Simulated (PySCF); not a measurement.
## Electronic structure of BH (Boron monohydride) in real space

Input file:

```
{"job": {"kind": "uv", "xc": "B3LYP", "basis": "def2-SVPD", "dynamic": true, "nstates": 6, "ntriplets": 0}, "charge": 0, "multiplicity": 1}
B      0.623727    -0.000665    -0.001149
H     -0.628596     0.007161    -0.010544
```

Command:

```sh
OMP_NUM_THREADS=1 python probes_run.py task.json out
```

Geometry: PBE0-D3(BJ)/def2-SVP.

Computed with B3LYP/def2-SVPD, SCF density, gas phase (PySCF 2.14.0).

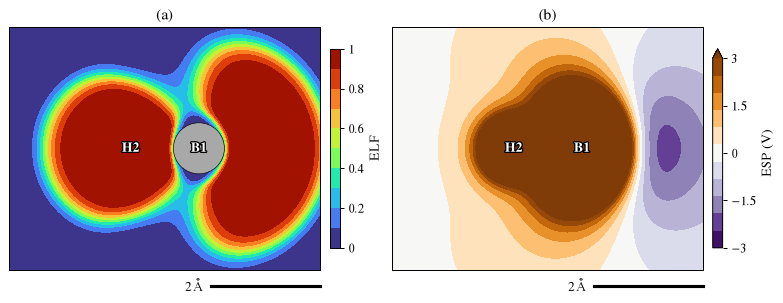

Figure 1. (a) electron localisation function; (b) molecular electrostatic potential on a plane that holds the molecular axis. Grey discs cover the atomic cores in the ELF map.

### Read the bonding off the picture.

- The section cuts through B and H sites.
- B–H (1.25 Å): the ELF peaks at about 1 between the atoms; an ordinary covalent bond to hydrogen.
- The ELF also peaks beside B1, away from the bonds: lone-pair regions.
- Outside the dense part of the molecule the potential is most negative (−2.1 V) near H2.

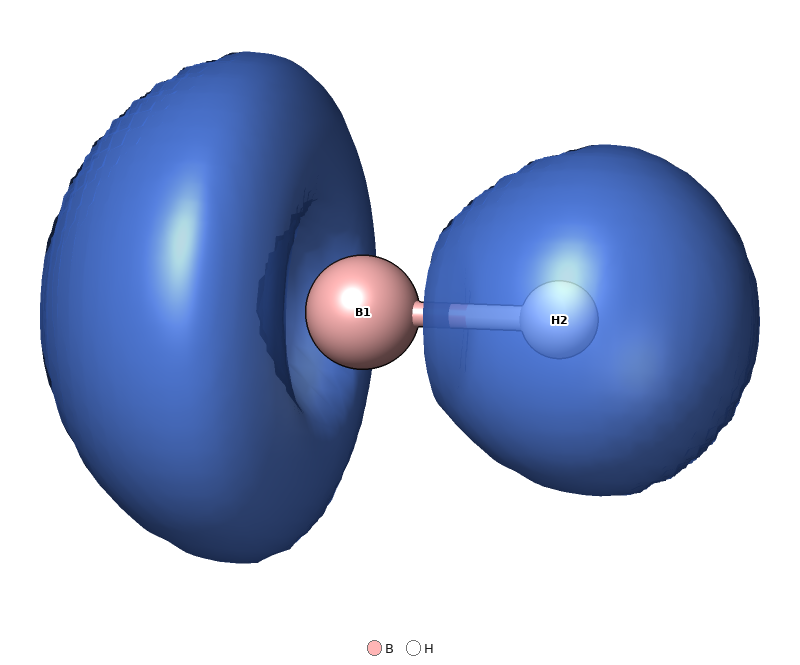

Figure 2. Isosurface of the ELF at 0.9 (blue), seen from one side. Only the valence region is drawn (cores and ρ < 0.01 e/Å³ removed).

### Where are the electrons localised?

At this value the surface marks out one region around a hydrogen nucleus and one lobe on B, pointing away from the bonds (lone pairs).

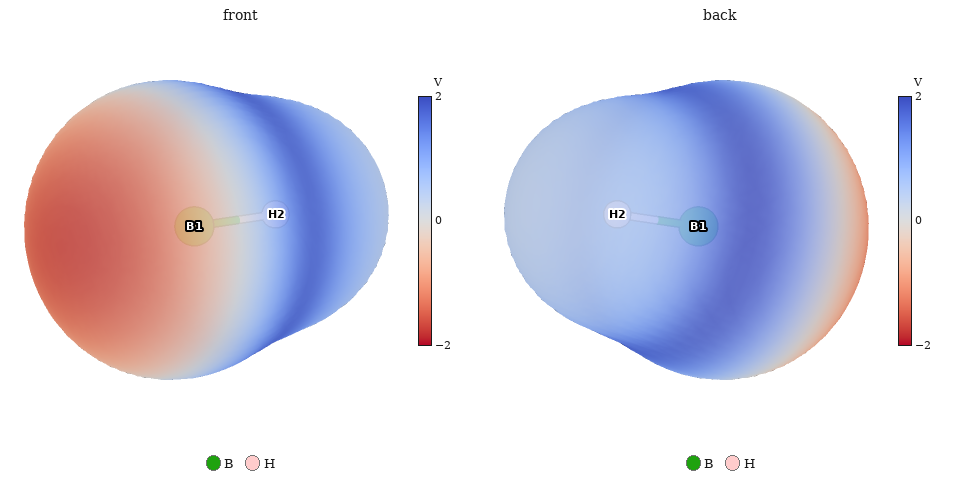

Figure 3. The molecular electrostatic potential painted on the density surface at 0.002 e/bohr³, seen from the front and from behind; the colour scale runs from red (negative) to blue (positive).

### Which sites attract a positive test charge, and which a negative one?

A positive charge is drawn to the negative regions and a negative charge to the positive ones. The most negative region (about −1.6 V) lies over H2, the most positive (about +1.7 V) over B1.
